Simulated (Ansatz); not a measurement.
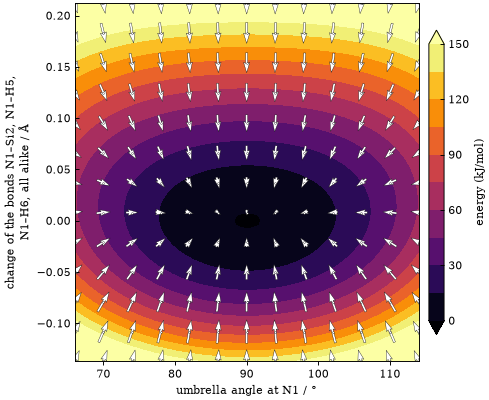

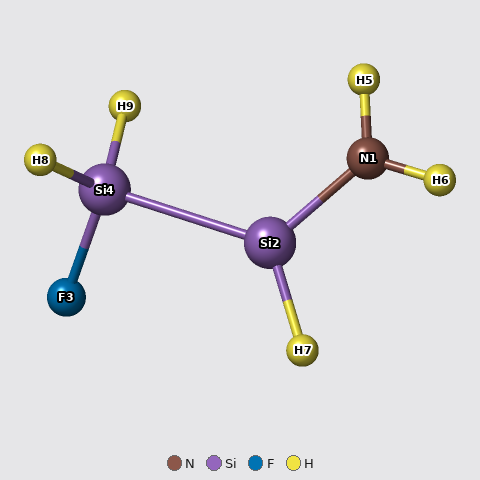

Energy landscape of FH₅NSi₂, charge +1. Coordinates scanned: (1) umbrella angle at N1 (between each of its bonds and their common axis; 90 is planar); (2) change of the bonds N1–Si2, N1–H5, N1–H6, all alike. Nothing is relaxed (all other coordinates rigid). Grid: 13 × 13 points. Points are written as (first, second). All energies are given in kJ/mol relative to the lowest grid point. Level of theory: Ansatz, RKS PBE-D4/def2-SVP.

Drawn: filled contours, dots at the grid points, arrows along the force (downhill), their lengths compressed, one colour for all values above the top of the scale. Between grid points the surface is interpolated. The second picture is the structure at the lowest point.

> Summarise what can be read from the map.

The lowest grid point is at (90°, 0.008 Å). It is the only kind of minimum in the scanned range. The highest grid point, (66°, −0.137 Å), lies 236 kJ/mol above the lowest. Round the minimum the two coordinates are nearly uncoupled.

The input of one point:

```yaml
crystal:
  periodic: [false, false, false]
  atoms:
    - { symbol: "N", position_ang: [-0.005599, 1.893038, -0.224153] }
    - { symbol: Si, position_ang: [0.734856, 0.380007, -0.128258] }
    - { symbol: F, position_ang: [0.480283, -2.72266, -0.398451] }
    - { symbol: Si, position_ang: [-0.504757, -1.63182, 0.293584] }
    - { symbol: H, position_ang: [-1.021765, 2.060245, -0.112661] }
    - { symbol: H, position_ang: [0.515169, 2.772076, -0.404127] }
    - { symbol: H, position_ang: [2.209334, 0.499232, -0.346484] }
    - { symbol: H, position_ang: [-0.576109, -1.786681, 1.777254] }
    - { symbol: H, position_ang: [-1.809458, -1.494131, -0.419149] }
total_charge: 1
basis:
  gaussian: { orbitals: def2-SVP }
hamiltonian:
  xc: pbe
  dispersion: d4
output:
  forces: true
```

Each point was launched as `ansatz run input.yaml --threads 1 --pin off --max-ram 2560MiB --backend cpu --events-out ev --progress --plain --runs-dir out`. The whole map (169 points run) took 14 min on 1 thread of Arm Neoverse V1 (shared host).
